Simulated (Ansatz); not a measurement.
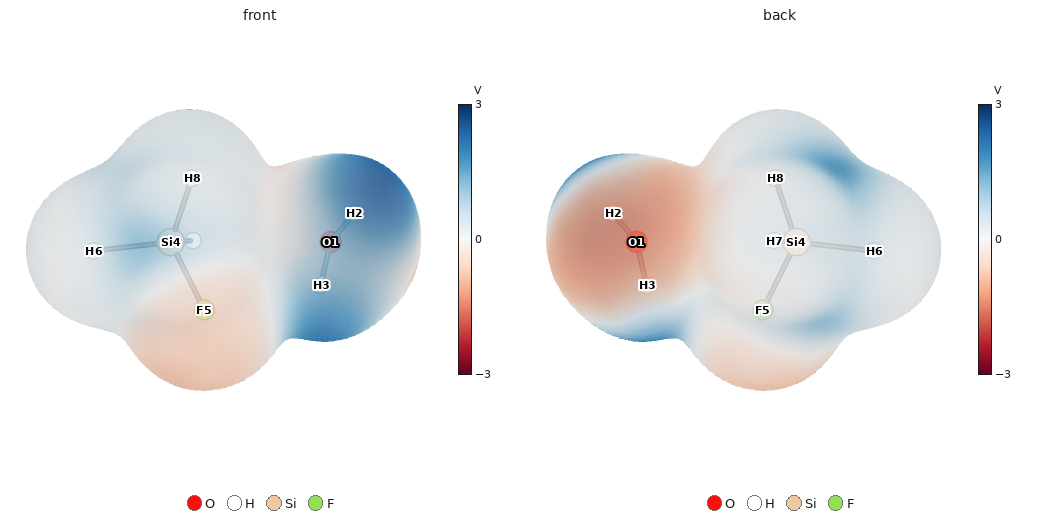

*H2O···FH3Si (SMILES O.[SiH3]F). The molecular electrostatic potential painted on the density surface at 0.002 e/bohr³, seen from the front and from behind; the colour scale runs from red (negative) to blue (positive).*

Geometry: PBE0-D4/def2-TZVP.

Theory: Ansatz 0.2.0, RKS PBE0-D4/def2-TZVPPD.

The calculation's input:

```
crystal:
  periodic: [false, false, false]
  atoms:
    - {symbol: O, position_ang: [-0.011355, 0.409264, -1.833751]}
    - {symbol: H, position_ang: [0.854762, 0.421380, -2.247347]}
    - {symbol: H, position_ang: [-0.249662, -0.520111, -1.770756]}
    - {symbol: Si, position_ang: [-0.110235, -0.013138, 1.175517]}
    - {symbol: F, position_ang: [-0.418271, -1.358735, 0.345577]}
    - {symbol: H, position_ang: [-0.218159, -0.385197, 2.608896]}
    - {symbol: H, position_ang: [-1.116849, 1.014190, 0.839430]}
    - {symbol: H, position_ang: [1.269769, 0.432449, 0.882333]}
basis:
  gaussian: {orbitals: "def2-TZVPPD.json"}
hamiltonian: {xc: pbe0, dispersion: d4}
output: {orbitals: {seedname: orbitals}}
```

Command:

```sh
ansatz run in.yaml --threads 4 --pin off --events-out ev --progress --plain --max-ram 9574MiB
```

**Which sites attract a positive test charge, and which a negative one?**

A positive charge is drawn to the negative regions and a negative charge to the positive ones. The most negative region (about −1.5 V) lies over O1, the most positive (about +2.5 V) over H2. O1 is the likeliest acceptor of a hydrogen bond.
